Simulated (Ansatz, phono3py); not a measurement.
# HfSiO4 (Hafnon, I4_1/amd): solver, mesh and scattering choices in phono3py, part 3 of 3

The second- and third-order constants of HfSiO4 (Hafnon) come from an earlier supercell run; what does phono3py make of them?

Ansatz 0.2.0 and phono3py 4.10.0; DFT LDA, scalar-relativistic, plane waves, PAW; PAW set soft_1 (the session's first sound run).

So far, κ at 300 K (W/m/K): step 3 (relaxation-time solution) 23.4; step 5 (isotopes none) 23.6; step 6 (q-mesh of the transport sums 3×3×3) 12.0; step 7 (q-mesh of the transport sums 5×5×5) 18.8; step 8 (q-mesh of the transport sums 7×7×7) 21.4.

## Step 10: Two-phonon phase space, third order supercell 2×2×2, supercell 2×2×2

The two-phonon density of states counts the channels open to a mode, without matrix elements.

This step: DFT LDA, scalar-relativistic, plane waves, PAW; PAW set soft_1; phono3py on Ansatz's force constants (phono3py 4.10.0).

The input, phono3py.yaml:

```yaml
phono3py:
  version: "4.10.0"
  frequency_unit_conversion_factor: 15.633302
  symmetry_tolerance: 1.00000e-05

physical_unit:
  atomic_mass: "AMU"
  length: "angstrom"

space_group:
  type: "I4_1/amd"
  number: 141
  Hall_symbol: "I 4bw 2bw -1bw"

primitive_matrix:
- [  1.000000000000000,  0.000000000000000,  0.000000000000000 ]
- [  0.000000000000000,  1.000000000000000,  0.000000000000000 ]
- [  0.000000000000000,  0.000000000000000,  1.000000000000000 ]

supercell_matrix:
- [   2,   0,   0 ]
- [   0,   2,   0 ]
- [   0,   0,   2 ]

# [primitive_cell block left out]
unit_cell:
  lattice:
  - [    -3.261964991500000,     3.261964991500000,     2.961603708300000 ] # a
  - [     3.261964991500000,    -3.261964991500000,     2.961603708300000 ] # b
  - [     3.261964991500000,     3.261964991500000,    -2.961603708300000 ] # c
  points:
  - symbol: Hf # 1
    coordinates: [  0.750000000000000,  0.250000000000000,  0.500000000000000 ]
    mass: 178.486000
    reduced_to: 1
  - symbol: Hf # 2
    coordinates: [  0.000000000000000,  0.000000000000000,  0.000000000000000 ]
    mass: 178.486000
    reduced_to: 2
  - symbol: Si # 3
    coordinates: [  0.250000000000000,  0.750000000000000,  0.500000000000000 ]
    mass: 28.085000
    reduced_to: 3
  - symbol: Si # 4
    coordinates: [  0.500000000000000,  0.500000000000000,  0.000000000000000 ]
    mass: 28.085000
    reduced_to: 4
  - symbol: O # 5
    coordinates: [  0.133000851600000,  0.318057453293750,  0.814943398306250 ]
    mass: 15.999000
    reduced_to: 5
  - symbol: O # 6
    coordinates: [  0.068057453293750,  0.753114054987500,  0.685056601693750 ]
    mass: 15.999000
    reduced_to: 6
  - symbol: O # 7
    coordinates: [  0.503114054987500,  0.318057453293750,  0.185056601693750 ]
    mass: 15.999000
    reduced_to: 7
  - symbol: O # 8
    coordinates: [  0.068057453293750,  0.383000851600000,  0.314943398306250 ]
    mass: 15.999000
    reduced_to: 8
  - symbol: O # 9
    coordinates: [  0.616999148400000,  0.931942546706250,  0.685056601693750 ]
    mass: 15.999000
    reduced_to: 9
  - symbol: O # 10
    coordinates: [  0.681942546706250,  0.866999148400000,  0.185056601693750 ]
    mass: 15.999000
    reduced_to: 10
  - symbol: O # 11
    coordinates: [  0.246885945012500,  0.931942546706250,  0.314943398306250 ]
    mass: 15.999000
    reduced_to: 11
  - symbol: O # 12
    coordinates: [  0.681942546706250,  0.496885945012500,  0.814943398306250 ]
    mass: 15.999000
    reduced_to: 12

# [supercell block left out]
phonon_supercell_matrix:
- [   2,   0,   0 ]
- [   0,   2,   0 ]
- [   0,   0,   2 ]

# [phonon_primitive_cell block left out]
# [phonon_supercell block left out]
nac:
  born_effective_charge:
  - # 1 (Hf)
    - [  5.281320899829935,  0.000000000000000,  0.000000000000000 ]
    - [  0.000000000000000,  5.281320899829935,  0.000000000000000 ]
    - [  0.000000000000000,  0.000000000000000,  4.580588984355554 ]
  - # 2 (Hf)
    - [  5.281320899829935,  0.000000000000000,  0.000000000000000 ]
    - [  0.000000000000000,  5.281320899829935,  0.000000000000000 ]
    - [  0.000000000000000,  0.000000000000000,  4.580588984355554 ]
  - # 3 (Si)
    - [  3.198317386847020,  0.000000000000000,  0.000000000000000 ]
    - [  0.000000000000000,  3.198317386847019,  0.000000000000000 ]
    - [  0.000000000000000,  0.000000000000000,  4.335170391404212 ]
  - # 4 (Si)
    - [  3.198317386847019,  0.000000000000000,  0.000000000000000 ]
    - [  0.000000000000000,  3.198317386847019,  0.000000000000000 ]
    - [  0.000000000000000,  0.000000000000000,  4.335170391404212 ]
  - # 5 (O)
    - [ -1.149380897597984,  0.000000000000000,  0.000000000000000 ]
    - [  0.000000000000000, -3.090438245740493, -0.331880753428398 ]
    - [  0.000000000000000, -0.167799188004910, -2.228939843939942 ]
  - # 6 (O)
    - [ -3.090438245740493,  0.000000000000000,  0.331880753428398 ]
    - [  0.000000000000000, -1.149380897597984,  0.000000000000000 ]
    - [  0.167799188004910,  0.000000000000000, -2.228939843939942 ]
  - # 7 (O)
    - [ -1.149380897597984,  0.000000000000000,  0.000000000000000 ]
    - [  0.000000000000000, -3.090438245740494,  0.331880753428398 ]
    - [  0.000000000000000,  0.167799188004910, -2.228939843939941 ]
  - # 8 (O)
    - [ -3.090438245740494,  0.000000000000000, -0.331880753428398 ]
    - [  0.000000000000000, -1.149380897597984,  0.000000000000000 ]
    - [ -0.167799188004910,  0.000000000000000, -2.228939843939941 ]
  - # 9 (O)
    - [ -1.149380897597984,  0.000000000000000,  0.000000000000000 ]
    - [  0.000000000000000, -3.090438245740494, -0.331880753428398 ]
    - [  0.000000000000000, -0.167799188004910, -2.228939843939942 ]
  - # 10 (O)
    - [ -3.090438245740493,  0.000000000000000, -0.331880753428398 ]
    - [  0.000000000000000, -1.149380897597984,  0.000000000000000 ]
    - [ -0.167799188004910,  0.000000000000000, -2.228939843939941 ]
  - # 11 (O)
    - [ -1.149380897597984,  0.000000000000000,  0.000000000000000 ]
    - [  0.000000000000000, -3.090438245740493,  0.331880753428398 ]
    - [  0.000000000000000,  0.167799188004910, -2.228939843939942 ]
  - # 12 (O)
    - [ -3.090438245740493,  0.000000000000000,  0.331880753428398 ]
    - [  0.000000000000000, -1.149380897597984,  0.000000000000000 ]
    - [  0.167799188004910,  0.000000000000000, -2.228939843939941 ]
  dielectric_constant:
    - [  3.917501195420815,  0.000000000000000,  0.000000000000000 ]
    - [  0.000000000000000,  3.917501195420815,  0.000000000000000 ]
    - [  0.000000000000000,  0.000000000000000,  4.133100108469955 ]
  unit_conversion_factor: 14.399645
```

Started as:

```
$ phono3py phono3py.yaml --mesh 17 17 17 --jdos --gp 0 --num-freq-points 80
```

What it wrote:

```text
[banner, memory and clock lines left out]
Rust backend (phonors) using rayon (8 threads).
Running in phono3py.load mode.
Spglib version 2.8.0
----------------------------- General settings -----------------------------
Run mode: jdos
HDF5 data compression filter: gzip
Crystal structure was read from "phono3py.yaml".
Supercell (dim): [2 2 2]
Phonon supercell (dim-fc2): [2 2 2]
Primitive matrix:
  [1. 0. 0.]
  [0. 1. 0.]
  [0. 0. 1.]
Spacegroup: I4_1/amd (141)
Use -v option to watch primitive cell, unit cell, and supercell structures.
NAC parameters were read from "phono3py.yaml".
fc3 was read from "fc3.hdf5".
fc2 was read from "fc2.hdf5".
----------------------------- Force constants ------------------------------
Max drift of fc3: -0.00000300 (yzy) -0.00000300 (yzy) -0.00000300 (yyz)
Max drift of fc2: -0.00000700 (zy) -0.00000700 (zy)
--------------------------- Calculation settings ---------------------------
Non-analytical term correction (NAC): True
NAC unit conversion factor:  14.39964
BZ integration: Tetrahedron-method
Cutoff frequency: 0.01
Number of frequency sampling points: 80
Mesh sampling: [ 17 17 17 ]
Generating grid system ... [ 17 17 17 ]
  PRB 50, 13035(R) (1994), PRB 55, 10355 (1997)
  G-cutoff distance: 0.83, Number of G-points: 297, Lambda: 0.17
--------------------------------- Joint DOS ---------------------------------
Running harmonic phonon calculations...
======================= Grid point 0 (1/1) =======================
q-point: ( 0.00  0.00  0.00)
Number of triplets: 405
Frequency
  -0.004
  -0.000
  -0.000
   3.913
   4.836
   4.951
   4.951
   6.177
   6.177
   7.364
   7.597
   7.597
   7.658
   8.973
  10.655
  10.655
[...]
26.438
  26.438
  28.101
  28.101
  28.467
  29.399
  29.888
  30.982
Tetrahedron method is used.
Calculations at 80 frequency points are divided into 8 batches.
1/8: [ 1  2  3  4  5  6  7  8  9 10]
2/8: [11 12 13 14 15 16 17 18 19 20]
3/8: [21 22 23 24 25 26 27 28 29 30]
4/8: [31 32 33 34 35 36 37 38 39 40]
5/8: [41 42 43 44 45 46 47 48 49 50]
6/8: [51 52 53 54 55 56 57 58 59 60]
7/8: [61 62 63 64 65 66 67 68 69 70]
8/8: [71 72 73 74 75 76 77 78 79 80]
JDOS is written into "jdos-m171717-g0.dat".
```

Elapsed: 5.5 s, on 8 threads of Intel Xeon Platinum 8375C at 2.90GHz (Ice Lake), shared host; peak memory 0.45 GiB.

The joint density of states at Gamma has structure finer than the step of the table below, so its rows give means over 2.5 THz, whole bins alone (the curve runs from 0 to 67.6 THz). Peaks (THz: height): absorption class 0.86: 105, 22.25: 41.1; decay class 17.97: 49.4, 25.67: 39.0, 34.22: 39.7, 39.36: 37.2, 41.92: 28.6, 47.06: 17.0, 57.32: 12.0.

Table of joint density of states at Gamma by frequency; means over each step:

```
frequency (THz)  absorption class (1/THz)  decay class (1/THz)
            2.5                      93.8                0.134
            5.0                      76.2                 1.23
            7.5                      54.2                 8.25
           10.0                      39.6                 19.4
           12.5                      33.5                 28.7
           15.0                      29.8                 40.4
           17.5                      31.8                 45.3
           20.0                      29.3                 45.5
           22.5                      35.7                 40.4
           25.0                      23.9                 33.1
           27.5                      7.93                 20.1
           30.0                      1.74                 24.5
           32.5                    0.0584                 31.2
           35.0                         0                 35.5
           37.5                         0                 32.0
           40.0                         0                 31.7
           42.5                         0                 24.7
           45.0                         0                 16.1
           47.5                         0                 12.7
           50.0                         0                 2.67
           52.5                         0                 1.54
           55.0                         0                 6.92
           57.5                         0                 9.30
           60.0                         0                 5.99
           62.5                         0                 2.31
           65.0                         0                0.385
```

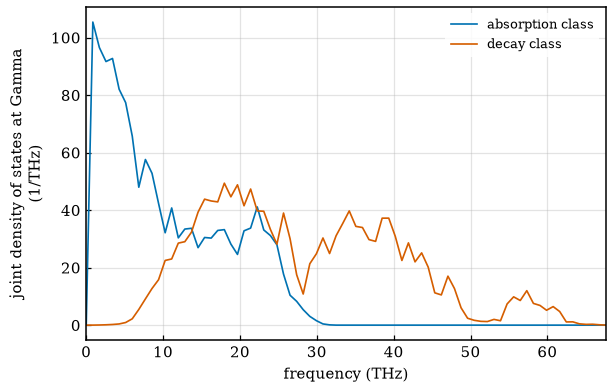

Joint density of states at Gamma, plotted against frequency.

## Step 11: An input with a fault, third order supercell 2×2×2, supercell 2×2×2

This input was changed on purpose, to see how the program answers.

phono3py.yaml is that of step 10.

Started as:

```
$ phono3py phono3py.yaml --mesh 7 7 7 --br --isotope --mv 1e-4 1e-4 1e-4 1e-4 1e-4 1e-4 1e-4 1e-4 1e-4 1e-4 1e-4 1e-4 1e-4 --ts 300
```

What it wrote:

```text
[banner, memory and clock lines left out]
Rust backend (phonors) using rayon (8 threads).
Running in phono3py.load mode.
Spglib version 2.8.0
----------------------------- General settings -----------------------------
Run mode: conductivity-RTA
HDF5 data compression filter: gzip
Crystal structure was read from "phono3py.yaml".
Supercell (dim): [2 2 2]
Phonon supercell (dim-fc2): [2 2 2]
Primitive matrix:
  [1. 0. 0.]
  [0. 1. 0.]
  [0. 0. 1.]
Spacegroup: I4_1/amd (141)
Use -v option to watch primitive cell, unit cell, and supercell structures.
NAC parameters were read from "phono3py.yaml".
fc3 was read from "fc3.hdf5".
fc2 was read from "fc2.hdf5".
----------------------------- Force constants ------------------------------
Max drift of fc3: -0.00000300 (yzy) -0.00000300 (yzy) -0.00000300 (yyz)
Max drift of fc2: -0.00000700 (zy) -0.00000700 (zy)
--------------------------- Calculation settings ---------------------------
Non-analytical term correction (NAC): True
NAC unit conversion factor:  14.39964
BZ integration: Tetrahedron-method
Temperature:  300.0
Cutoff frequency: 0.01
Mesh sampling: [ 7 7 7 ]
Generating grid system ... [ 7 7 7 ]
fc3-r2q-transformation over three atoms: True
--------------------------- Phonon calculations ----------------------------
  PRB 50, 13035(R) (1994), PRB 55, 10355 (1997)
  G-cutoff distance: 0.83, Number of G-points: 297, Lambda: 0.17
Running harmonic phonon calculations...
-------------------- Lattice thermal conductivity (RTA) --------------------
Running heat capacity calculations...
Running velocity calculations...
Running isotope scattering calculations with tetrahedron method...
ValueError: mass_variances must have shape (num_band / 3,)
```

It took 1.9 s on 8 threads; peak memory 0.12 GiB.

The run ended with an error.

The program's message: “ValueError: mass_variances must have shape (num_band / 3,)”

The fault put into the input: one mass variance too many.

## Step 12: What came out

```json
{
 "κ at 300 K, RTA, natural isotopes, mesh 11×11×11": "23.4 W/m/K",
 "κ at 300 K, RTA, pure, mesh 11×11×11": "23.6 W/m/K"
}
```

On these constants κ of HfSiO4 (Hafnon) at 300 K is 23.4 W/(m K) in the base run, by relaxation time. The full solution gives 23.6 W/(m K) (Ansatz's run on the same constants, with coherences). On the same constants and mesh Ansatz's figure, which includes its coherence part, and phono3py's, which doesn't, differ by up to 6.1 %; no usable coherence part from phono3py is at hand on this mesh. The last step of the mesh series (5 to 7) moves κ at 300 K by +13.5 %, while the coarsest mesh gives 56 % of the densest value. Normal processes make 51 % of the three-phonon scattering at 300 K, weighting modes by their heat capacity. The PAW files were made for PBE and are used here under another functional, for which the program regenerates the frozen cores.

[Logs are printed without paths, hosts, clocks, repeated set-up lines and the standing remarks that a program may print on its own settings, such as how far it seeks lower states.]

[Hosts, paths, dates, database ids (printed as entryN), source tags and the programs' standing remarks are cut or masked in the printed files.]

[A step with changed settings may run another functional than the one named; its input shows which.]
